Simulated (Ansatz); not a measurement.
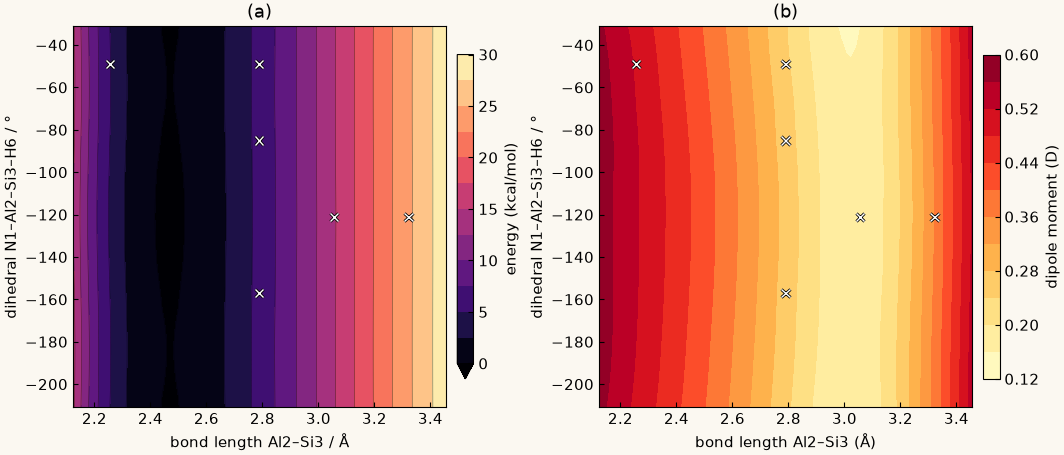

AlH₅NSi, SMILES [NH][AlH][SiH3], spin multiplicity 2. The first coordinate is: bond length Al2–Si3; the second: dihedral N1–Al2–Si3–H6. Nothing is relaxed (all other coordinates rigid). The grid has 11 × 11 points. At 6 points there is no value. Points are written as (first, second). All energies are given in kcal/mol relative to the lowest grid point. All numbers below come from Ansatz, UKS PBE-D4/def2-TZVP.

Panel (a) is the energy; panel (b) is the computed dipole moment, in D.

The picture shows filled contours, crosses at grid points without a value. Between grid points the surface is interpolated.

### How does the dipole moment vary over the map, and what is it at the lowest grid point?

Leaving out the highest fifth of the energies, it runs from 0.16 D at (3.056 Å, −31°) to 0.58 D at (2.123 Å, −85°). At the lowest grid point, (2.523 Å, −121°), it is 0.41 D.

```csv
"dihedral N1–Al2–Si3–H6 ↓, bond length Al2–Si3 →",2.123,2.256,2.389,2.523,2.656,2.789,2.922,3.056,3.189,3.322,3.456
−31,0.57,0.51,0.45,0.39,0.32,0.24,0.18,0.16,0.24,0.37,0.54
−49,0.58,–,0.45,0.39,0.32,–,0.18,0.16,0.24,0.37,0.53
−67,0.58,0.52,0.46,0.40,0.33,0.26,0.19,0.17,0.24,0.37,0.53
−85,0.58,0.52,0.46,0.40,0.33,–,0.19,0.17,0.23,0.36,0.53
−103,0.58,0.52,0.47,0.41,0.34,0.26,0.19,0.17,0.23,0.36,0.52
−121,0.58,0.52,0.47,0.41,0.34,0.27,0.20,–,0.23,–,0.52
−139,0.58,0.52,0.47,0.41,0.34,0.27,0.20,0.17,0.23,0.36,0.53
−157,0.58,0.52,0.46,0.40,0.34,–,0.19,0.17,0.24,0.37,0.53
−175,0.58,0.52,0.46,0.40,0.33,0.26,0.19,0.17,0.24,0.37,0.53
−193,0.58,0.52,0.46,0.40,0.33,0.26,0.19,0.17,0.24,0.37,0.54
−211,0.57,0.51,0.45,0.39,0.32,0.25,0.18,0.17,0.24,0.37,0.54
```
